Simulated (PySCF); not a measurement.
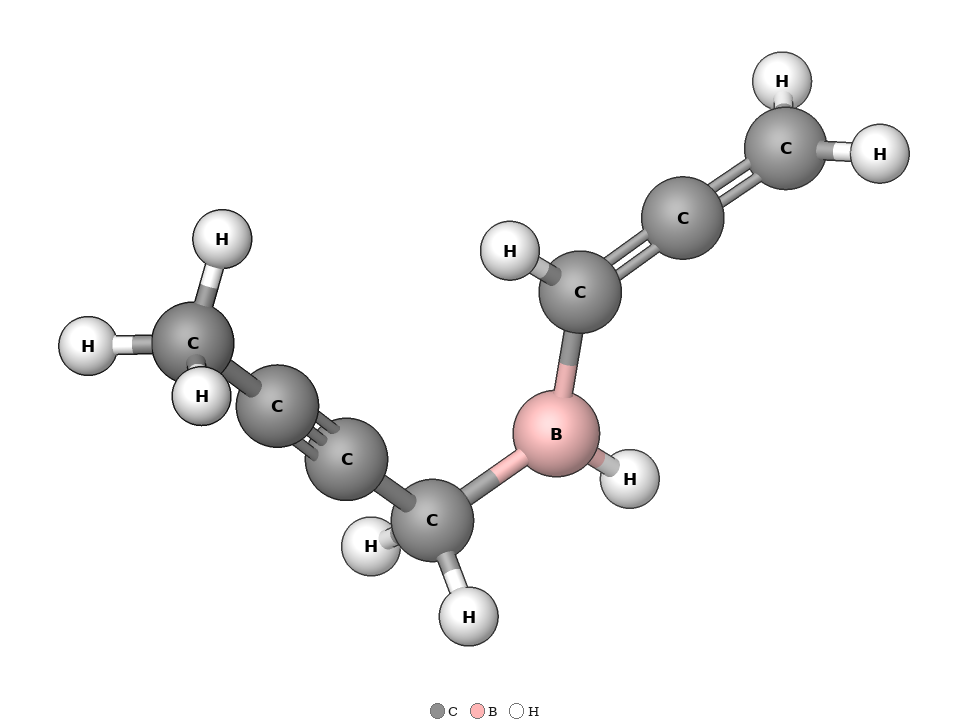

Rendered structure (ball-and-stick style). Double and triple bonds are drawn as two and three sticks.

The geometry was computed by an optimisation with GFN2-xTB. No frequency run is at hand to confirm it as a minimum.

Describe the molecule.

Formula C7H9B. Its SMILES string is `C=C=CBCC#CC`. It has no ring. Among its groups: alkyne, B–H bond. Coordination: 2 C trigonal planar; 3 C linear; 1 B trigonal planar; 2 C tetrahedral.

More results for the same structure follow; atom numbers are the same in all pictures, views and colours differ.

Dipole moment

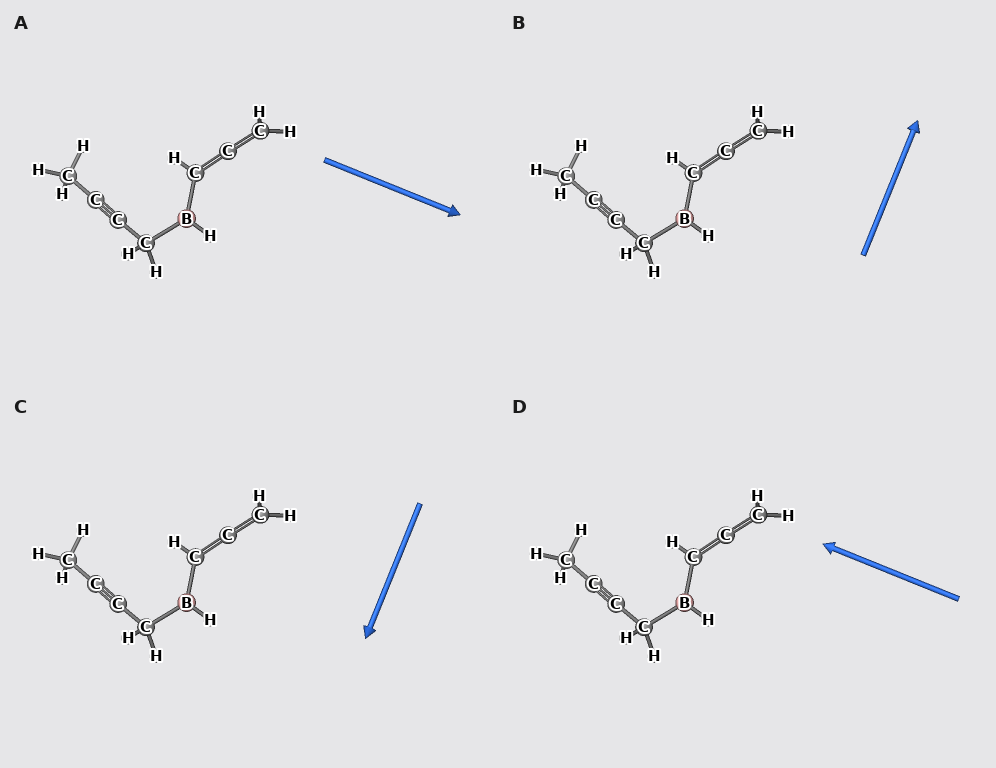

The same molecule four times, each with an arrow. No frequency run is at hand to confirm it as a minimum. Method: CAM-B3LYP/def2-SVPD, gas phase (PySCF 2.14.0).

> Which arrow points along the dipole moment, from the negative to the positive end?

B. The dipole moment is 0.75 D.

Excitation

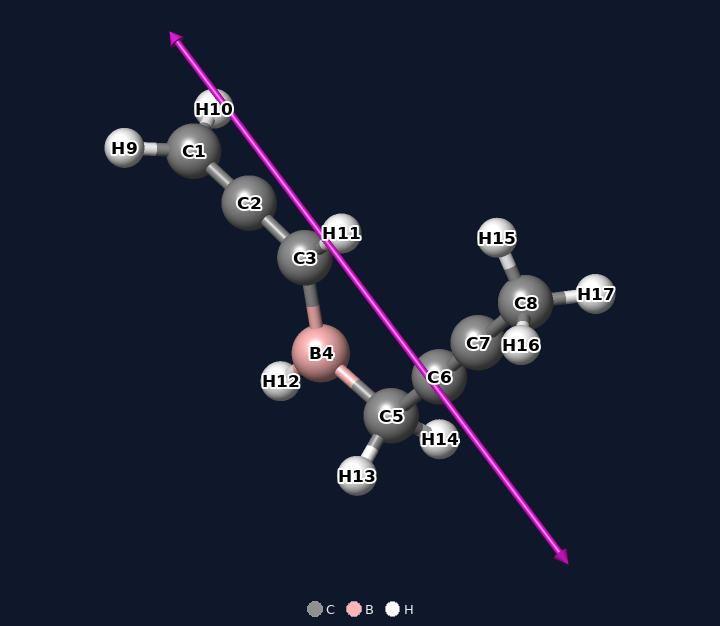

The double arrow shows the direction of the transition dipole to excited singlet state 4 (its length means nothing). No frequency run is at hand to confirm it as a minimum. Level of theory: TDDFT CAM-B3LYP/def2-SVPD, vertical, gas phase, core orbitals frozen in the response (PySCF 2.14.0).

> Where does the transition lie, and how strong is it?

5.97 eV (208 nm), oscillator strength 0.37, mainly HOMO−3 → LUMO (weight 0.94); transition dipole 4.07 D.

Polarisability

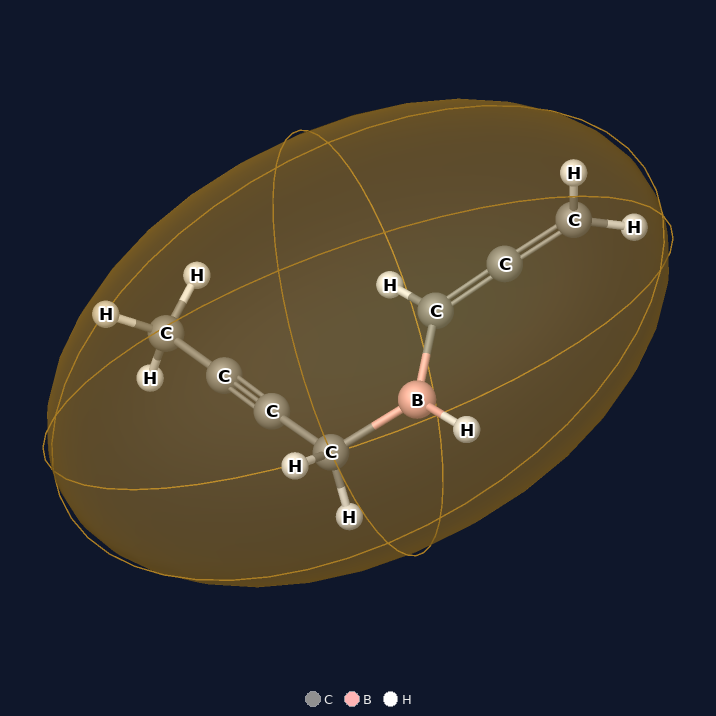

The ellipsoid shows the static dipole polarisability: its half-axes are proportional to the principal values. No frequency run is at hand to confirm it as a minimum. Method: CAM-B3LYP/def2-SVPD (PySCF 2.14.0).

> Give the principal values, the mean and the anisotropy.

Principal values 66.0, 97.9, 141.3 bohr³; mean 101.7 bohr³ (15.07 Å³); anisotropy 65.5 bohr³, so the longest axis is 2.14 times the shortest.

The geometry is semi-empirical. Around B such bond lengths and angles can be off by a tenth of an ångström or more and by several degrees, and values that hang on the shape move with them.
